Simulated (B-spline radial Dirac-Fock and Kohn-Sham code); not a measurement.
Pd²⁺ ([Kr] 4d8), inside a Watson sphere of charge −2 and radius 3 Å that stands in for a crystal. Level of theory: independent-particle rates on relativistic LDA orbitals of the hole state (multipoles to L = 3), energies from Dirac–Fock ΔSCF; calculated with a B-spline radial atomic code. Widths ruled by Coster–Kronig decay come out up to twice the measured ones in this model.

A figure with this caption is to be made: «X-ray emission lines that fill an L1 (2s) hole, broadened by a Gaussian of 9.7 eV full width, on a logarithmic intensity axis. Multiplet splitting by the open shell is left out.» What will it show?

The strongest line is L1-M3 (Lβ3) at 3.0764 keV with 51.9 % of the photons, then L1-M2 (Lβ4) at 3.0483 keV (31 %), L1-N3 (Lγ3) at 3.5589 keV (9.6 %), L1-N2 (Lγ2) at 3.5544 keV (5.7 %), L1-M5 at 3.2764 keV (0.51 %). The hole has a width of 6.47 eV and a fluorescence yield of 0.0109.

The result:

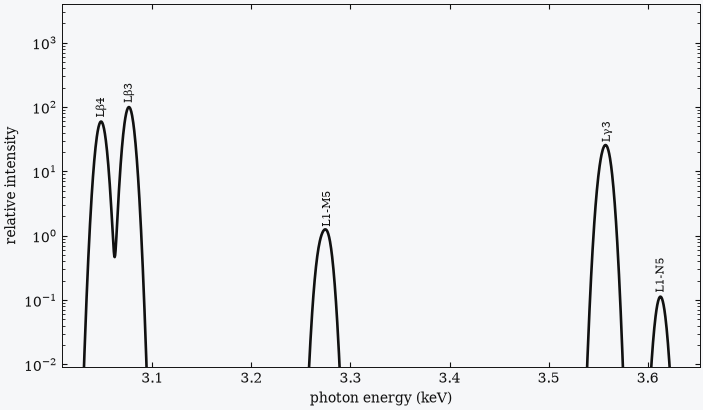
